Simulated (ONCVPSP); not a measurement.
**Pseudopotential generation for Ca**

System: calcium (Ca, Z = 20), core [Ne], reference valence 3s2 3p6 4s2, valence charge 10.
Method: ONCV potential, PBEsol, scalar-relativistic, made with ONCVPSP 4.0.1.

### Results in brief

- outcome: generated
- cutoffs needed: 12 Ha and 16 Ha (the cutoffs at which the residual kinetic energy of the hardest occupied pseudo-wave falls to 1 and 0.1 mHa per electron); the channels without a valence shell are harder: d needs 28 Ha for 1 mHa
- ghost test: no bound ghost flagged; no localised positive-energy state flagged
- configuration tests: 1 of 4 tests not solved
- largest excitation error among the tests solved: -2.0 meV (all-electron minus pseudo) for 3s2 3p6 4s0
- range over which the phases arctan(r R′/R) at the test radius agree within 0.05 rad (a looser test near the poles than one of phase shifts): s: over the whole range computed; p: over the whole range computed; d: up to about 1.9 Ha; f: not judged, local potential alone
- hardware: 1 CPU thread, shared host
- wall time: 4 s

### Notes

Warnings of the program, in the generation or the tests: wellstate: moderately localized bound state found for n= 3 l= 2; psatom: WARNING lschvkbb convergence error n,l,iter= 3 2 52.

### The input
```
# ATOM AND REFERENCE CONFIGURATION
# atsym  z   nc   nv     iexc    psfile
  Ca 20.00    3    3  -116133      upf
#
#   n    l    f
    1    0    2.00
    2    0    2.00
    2    1    6.00
    3    0    2.00
    3    1    6.00
    4    0    2.00
#
# PSEUDOPOTENTIAL AND OPTIMIZATION
# lmax
    2
#
#   l,   rc,      ep,       ncon, nbas, qcut
    0    2.00    0.00    4    7    6.70
    1    2.00    0.00    4    9    5.60
    2    1.55    0.03    4    9    5.60
#
# LOCAL POTENTIAL
# lloc, lpopt,  rc(5),   dvloc0
    4    4    1.20   -1.00
#
# VANDERBILT-KLEINMAN-BYLANDER PROJECTORs
# l, nproj, debl
    0    2    3.40
    1    1    3.30
    2    1    2.00
#
# MODEL CORE CHARGE
# icmod, fcfact, rcfact
    0    0.00    0.00
#
# LOG DERIVATIVE ANALYSIS
# epsh1, epsh2, depsh
   -3.00    5.00    0.02
#
# OUTPUT GRID
# rlmax, drl
    6.00    0.01
#
# TEST CONFIGURATIONS
# ncnf
    4
# nvcnf
#   n    l    f
    3
    3    0    2.00
    3    1    6.00
    4    0    1.00
#
    3
    3    0    2.00
    3    1    6.00
    4    0    0.00
#
    3
    3    0    2.00
    3    1    6.00
    4    0    1.50
#
    4
    3    0    2.00
    3    1    6.00
    4    0    1.00
    3    2    1.00
#
```

Run as:
```bash
oncvpsp.x < Ca.dat > Ca.out
```

### Output (extracts)
```
ONCVPSP  (Optimized Norm-Conservinng Vanderbilt PSeudopotential)
scalar-relativistic version 4.0.1

#   n    l    f        energy (Ha)
    1    0    2.00    -1.4494121E+02
    2    0    2.00    -1.5205494E+01
    2    1    6.00    -1.2291571E+01
    3    0    2.00    -1.7256726E+00
    3    1    6.00    -1.0271233E+00
    4    0    2.00    -1.3835527E-01

Reference configufation results
  iterations    22
  all-electron total energy (Ha)   -6.79468298D+02

Begin loop to  construct optimized pseudo wave functions
and semi-local pseudopoentials for all angular momenta

Calculating optimized projector #   1

 for l=   0

    Fraction of norm inside rc  0.956427
    Optimizing pswf for qcut=   6.69 a_B^-1,  ecut=  22.40 Ha
    Residual kinetic energy error=  1.49D-07 Ha

    Energy error per electron        Cutoff
         Ha          eV             Ha
         0.01000     0.27211        4.36
         0.00100     0.02721       12.20
         0.00010     0.00272       15.72
         0.00001     0.00027       18.38

Calculating optimized projector #   2

 for l=   0

    Fraction of norm inside rc  0.052272
    Optimizing pswf for qcut=   6.69 a_B^-1,  ecut=  22.40 Ha
    Residual kinetic energy error=  3.51D-07 Ha

    Energy error per electron        Cutoff
         Ha          eV             Ha
         0.01000     0.27211        3.04
         0.00100     0.02721        9.85
         0.00010     0.00272       14.73
         0.00001     0.00027       18.22

Calculating optimized projector #   1

 for l=   1

    Fraction of norm inside rc  0.909601
    Optimizing pswf for qcut=   5.61 a_B^-1,  ecut=  15.73 Ha
    Residual kinetic energy error=  3.56D-05 Ha

    Energy error per electron        Cutoff
         Ha          eV             Ha
         0.01000     0.27211        9.74
         0.00100     0.02721       12.50
         0.00010     0.00272       14.64
         0.00001     0.00027       30.93

WARNING wellstate: moderately localized bound state found for n= 3 l=  2
WARNING scattering state with energy  0.05000000
WARNING will be used for the first projector

   Wellstate for l =  2  n =  4
     eigenvalue =   0.0500
     asymptotic potential =   0.5500
     half-point radius = 24.9434

Calculating optimized projector #   1

 for l=   2

    Fraction of norm inside rc  0.048519
    Optimizing pswf for qcut=   5.61 a_B^-1,  ecut=  15.73 Ha
    Residual kinetic energy error=  2.88D-03 Ha

    Energy error per electron        Cutoff
         Ha          eV             Ha
         0.01000     0.27211       12.30
         0.00100     0.02721       28.39
         0.00010     0.00272      117.64
         0.00001     0.00027      135.45

Construct Vanderbilt / Kleinmman-Bylander projectors

B matrix Hermiticity error, ll=   0
   1   2    7.4160E-05

  Orthonormal projector coefficients  5.7064E+00  1.2498E+00

Pseudoatom total energy  -36.745221

Diagnostic tests using Vanderbilt-Kleinman-Bylander pseudopotentials
  1 or more projectors used as specified by nproj input data

   l    rcore       rmatch      e in        delta e   norm test  slope test

   0   2.0087579   2.0697482  -1.7256726   0.0000008   1.0000879   1.0000804
   0   2.0087579   2.0697482  -0.1383553   0.0000010   1.0000169   1.0000135

   1   2.0087579   2.0697482  -1.0271233  -0.0000011   0.9999973   1.0000004

   2   1.5531537   1.6003108   0.0500000   0.0000024   1.0000017   1.0000017

 Testing for bound ghosts
   n   l    E NL Schr. Eq   E Basis Diag.   E Cutoff

   1   0       -1.725672       -1.725662     47.15
   2   0       -0.138354       -0.091082     47.15

   2   1       -1.027124       -1.027115     75.29

   3   2       -0.071737       -0.041537    142.61

 Testing for highly-localized positive-energy ghosts
       l    <radius>/rc     E Basis Diag.   E Cutoff

Test configuration 0

   n   l     f        eae           eps        diff
   1   0  2.0000 -144.94121117
   2   0  2.0000  -15.20549423
   2   1  6.0000  -12.29157062
   3   0  2.0000   -1.72567256   -1.72567172    8.46D-07
   3   1  6.0000   -1.02712328   -1.02712434   -1.06D-06
   4   0  2.0000   -0.13835527   -0.13835423    1.04D-06

    Total energies and differences
      AE_ref= -6.79468298D+02  AE_tst= -6.79468298D+02  dif=  0.00D+00
      PS_ref= -3.67452212D+01  PS_tst= -3.67452212D+01  dif= -2.27D-13
      PSP excitation error=  2.27D-13

Test configuration 1

   n   l     f        eae           eps        diff
   1   0  2.0000 -145.20011175
   2   0  2.0000  -15.46319522
   2   1  6.0000  -12.54936645
   3   0  2.0000   -1.97976887   -1.98009661   -3.28D-04
   3   1  6.0000   -1.28010945   -1.28017184   -6.24D-05
   4   0  1.0000   -0.32864305   -0.32865972   -1.67D-05

    Total energies and differences
      AE_ref= -6.79468298D+02  AE_tst= -6.79236581D+02  dif=  2.32D-01
      PS_ref= -3.67452212D+01  PS_tst= -3.65134902D+01  dif=  2.32D-01
      PSP excitation error= -1.37D-05

Test configuration 2

   n   l     f        eae           eps        diff
   1   0  2.0000 -145.51153060
   2   0  2.0000  -15.77238978
   2   1  6.0000  -12.85872616
   3   0  2.0000   -2.28184540   -2.28282922   -9.84D-04
   3   1  6.0000   -1.57973219   -1.57997930   -2.47D-04

    Total energies and differences
      AE_ref= -6.79468298D+02  AE_tst= -6.78807292D+02  dif=  6.61D-01
      PS_ref= -3.67452212D+01  PS_tst= -3.60841406D+01  dif=  6.61D-01
      PSP excitation error= -7.49D-05

Test configuration 3

   n   l     f        eae           eps        diff
   1   0  2.0000 -145.06339093
   2   0  2.0000  -15.32721103
   2   1  6.0000  -12.41332384
   3   0  2.0000   -1.84599409   -1.84612049   -1.26D-04
   3   1  6.0000   -1.14701056   -1.14703324   -2.27D-05
   4   0  1.5000   -0.23083548   -0.23083909   -3.62D-06

    Total energies and differences
      AE_ref= -6.79468298D+02  AE_tst= -6.79376293D+02  dif=  9.20D-02
      PS_ref= -3.67452212D+01  PS_tst= -3.66532122D+01  dif=  9.20D-02
      PSP excitation error= -3.81D-06

Test configuration 4

psatom: WARNING lschvkbb convergence error n,l,iter=   3   2  52
ea(ii),et,emin,emax -3.179202E-02 -2.861281E-02 -2.861281E-02 -2.861281E-02
run_config: WARNING for fully non-local PS atom, stg. 2
 WARNING no output for configuration 5
```

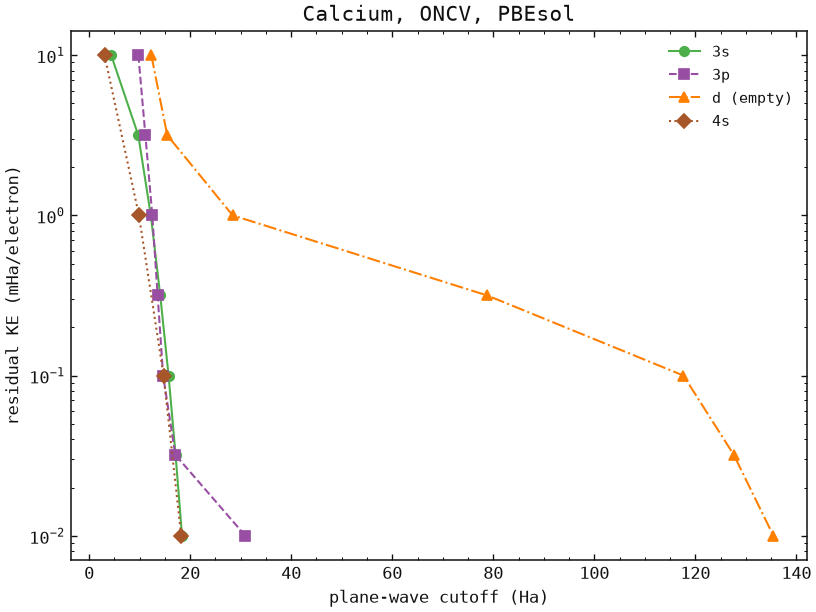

*Residual kinetic energy of the pseudo-waves (the first of each channel, and further valence shells) beyond the plane-wave cutoff, as the generator prints it.*

- Hardest wave at 1 mHa per electron: d (empty), with rc = 1.55 bohr and qcut = 5.6 1/bohr. The optimisation minimises, but can't always remove, the kinetic energy above qcut²/2 = 15.7 Ha, and a larger rc would as a rule soften the wave at some cost in transferability.
- Cutoffs for 1 mHa per electron: d (empty): 28 Ha; 3p: 12 Ha; 3s: 12 Ha; 4s: 9.9 Ha.
- Cutoffs for the occupied states: 12 Ha for 1 mHa and 16 Ha for 0.1 mHa per electron. The first is set by 3p.

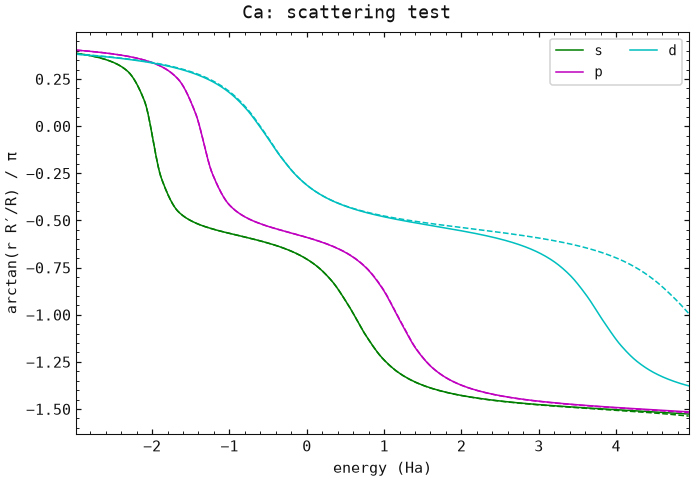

*Unwrapped phase arctan(r R′/R) in units of π against energy, all-electron (solid) and pseudo (dashed); the pseudo phase is matched to the all-electron one at the reference energy. Here R(r) is the radial function. Not drawn: f: not judged.*

- Poles, where the radial function vanishes at the test radius: s: all-electron at -1.5 and 3.8 Ha, pseudo at -1.5 and 3.7 Ha; p: all-electron at -0.7 and 4.3 Ha, pseudo at -0.7 and 4.2 Ha; d: all-electron at 1.2 Ha, pseudo at 1.3 Ha.
- Range over which the phases agree within 0.05 rad: s: over the whole range drawn; p: over the whole range drawn; d: up to about 1.9 Ha.

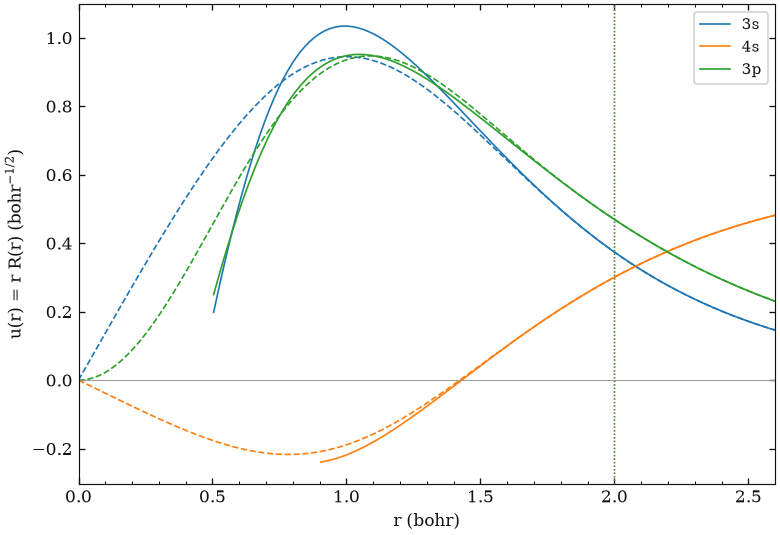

*Partial waves u(r) = r R(r), all-electron (solid) and pseudo (dashed). Dotted lines mark the matching radii. The innermost oscillations of some all-electron curves aren't drawn.*

Pseudo-waves: 3s has no node; 4s has a node at about 1.4 bohr; 3p has no node. A node in 4s is expected, since a lower shell of the same l is also in the valence and the two must stay orthogonal.

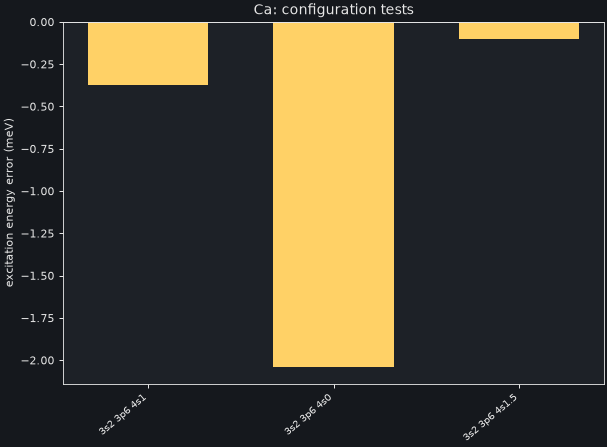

*Errors, all-electron minus pseudo, of the energies of valence configurations relative to the unpolarised reference 3s2 3p6 4s2. Not all tests gave a result: 1 of 4 tests not solved.*

- Worst configuration: 3s2 3p6 4s0 (charge +2): the error is -2.0 meV on an all-electron energy of +17.99 eV relative to the reference, or 0.011 %.
- Configurations within 10 meV and within 50 meV: 3 and 3 of 3.
- Errors in meV: 3s2 3p6 4s1: -0.4; 3s2 3p6 4s0: -2.0; 3s2 3p6 4s1.5: -0.1.
